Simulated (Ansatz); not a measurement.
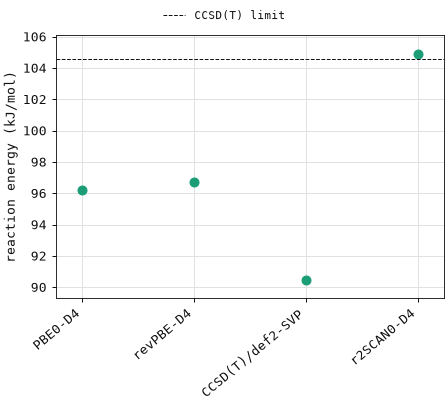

Electronic reaction energy of AlSiH₅SO ([AlH2][O][SiH2]S) + H₂ ([H][H]) → SiH₄S ([SiH3]S) + AlH₃O ([OH][AlH2]) (SMILES in brackets) at several levels (functionals in def2-TZVPP unless a basis is named), isolated molecules at PBE0-D4 triple-zeta geometries, minima by their frequencies, no zero-point or thermal terms, the Ansatz code 0.2.0. The line is frozen-core CCSD(T) at the basis limit (MP2 extrapolated from triple and quadruple zeta, plus CCSD(T) less MP2 in a smaller set). The distance of CCSD(T)/def2-SVP to the limit includes basis error.

What do zero-point energy and temperature add?

Answer. Zero-point change 14.1 kJ/mol; at 298.15 K and 1 bar the CCSD(T) limit plus thermal terms gives an enthalpy of reaction of 113.4 and a free energy of 105.6 kJ/mol (harmonic PBE0-D4 modes, ideal gas).

Give the values.

Answer.
| level | kJ/mol | less CCSD(T) limit |
| --- | --- | --- |
| PBE0-D4 | 96.2 | −8.4 |
| revPBE-D4 | 96.7 | −7.9 |
| CCSD(T)/def2-SVP | 90.4 | −14.2 |
| r2SCAN0-D4 | 104.9 | 0.3 |
| CCSD(T) limit | 104.6 | 0.0 |

Note: one conformer of each flexible molecule.
